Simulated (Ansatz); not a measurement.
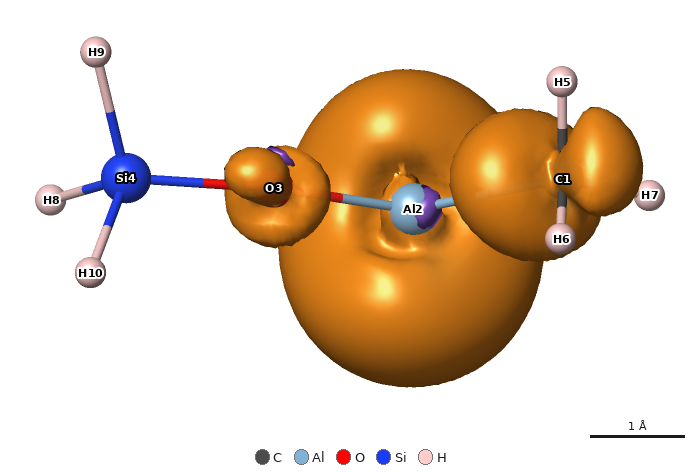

Figure. CH6AlOSi (SMILES [CH3][Al][O][SiH3]) (doublet). Isosurfaces of the spin density at +0.015 (orange) and −0.015 e/Å³ (purple), seen from one side.

Geometry: PBE0-D4/def2-TZVP.

Computed with Ansatz 0.2.0, UKS PBE0-D4/def2-TZVPP.

```yaml
atoms:
  - { symbol: C, position_ang: [0.2438, 1.9818, -1.3414] }
  - { symbol: Al, position_ang: [1.0865, 0.3006, -0.7661] }
  - { symbol: O, position_ang: [0.1942, -0.6607, 0.3091] }
  - { symbol: Si, position_ang: [-0.2879, -1.8594, 1.2940] }
  - { symbol: H, position_ang: [-0.7010, 1.7518, -1.8445] }
  - { symbol: H, position_ang: [0.0148, 2.5861, -0.4577] }
  - { symbol: H, position_ang: [0.8698, 2.5660, -2.0169] }
  - { symbol: H, position_ang: [0.6868, -2.9846, 1.2838] }
  - { symbol: H, position_ang: [-1.6110, -2.3778, 0.8547] }
  - { symbol: H, position_ang: [-0.4130, -1.3550, 2.6879] }
```

**Which atoms carry the spin?**

The unpaired spin (1 electron) lies mostly on Al2 (about 0.8) and C1 (about 0.1), in electrons by Hirshfeld's partition.
